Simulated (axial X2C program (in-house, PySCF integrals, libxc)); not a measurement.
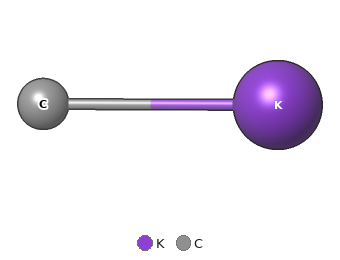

Fig. 1: The molecule at the reference distance of 2.519 Å.

## Run report: KC, relativistic diatomic calculation

System: KC, single determinant with Ω = 3/2. The distance is the PBE0 minimum at charge 0.
Method: expectation values, HF and Kohn-Sham, two-component X2C with atomic mean-field Coulomb and Gaunt terms, K dyall-acv3z, C dyall-av3z (cores contracted) (axial X2C program (in-house, PySCF integrals, libxc)).

The program's output:
```
two-component X2C + atomic mean field  PBE0
basis functions 165  fitting functions 700  grid points 5081
iter        total energy     max residual
   1       -639.857831571     1.27e-05
   2       -639.857831573     1.16e-05
   3       -639.857831576     1.67e-06
   4       -639.857831576     6.15e-07
converged
one-electron -926.33138357  Coulomb 301.45152142  exact exchange -9.51354770  xc functional -29.29779806  nuclear repulsion 23.94847243  atomic mean-field constant -0.11509609
```

Expectation values by level of theory:

```tsv
quantity	PBE0	HF	B3LYP
effective field for an electron dipole moment (GV/cm)	0.0998	0.0878	0.103
field gradient at the first nucleus (a.u.)	−0.307	−0.423	−0.302
field gradient at the second nucleus (a.u.)	−0.0110	−0.0716	0.00686
A∥/gI, first nucleus (MHz)	95.5	60.3	111
A∥/gI, second nucleus (MHz)	3.97	27.7	23.5
```

Each column comes from one determinant, in a basis with contracted cores. The levels disagree widely: A∥/gI at the second nucleus runs from 3.97 to 27.7 MHz. They may not all have settled in the same state, and these values aren't reliable properties of the molecule.

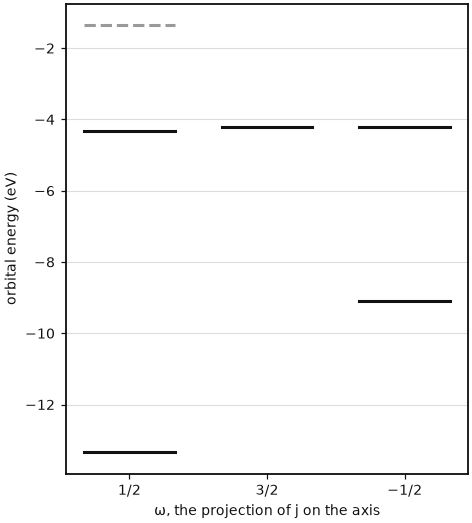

Fig. 2: Orbital energies (PBE0) near the frontier at 2.52 Å, filled (solid) and empty (dashed). The highest filled spinor (3/2; 91 % C p, 6 % K d) lies at −4.20 eV, the lowest empty one (1/2; 64 % K s, 23 % K p) at −1.35 eV.

Input:
```
{"zs": [19, 6], "q": 0, "bas": ["dyall-acv3z", "dyall-av3z"], "r0": 2.6, "levels": ["PBE0", "HF", "B3LYP"], "nst": 1, "ff": 1, "thr": -3.5, "nmax": 130, "opt": {"ecut": 60}}
```

The line is the task of a batch: nuclear charges, charge, bases, the levels to run, a first guess of the distance and further settings. This report covers the levels named above. The log is that of the reference distance, started from orbitals converged before.

Launched within a batch (the task file carries these settings):
```bash
python <driver script> task.json out
```

Results in brief:

- outcome: converged; the levels of theory disagree widely
- hardware: 2 threads of AMD EPYC (Zen 3), 189 GiB of memory available, shared host
- wall time: 4.5 s (CPU time 9.1 s)
- peak memory: 0.31 GiB
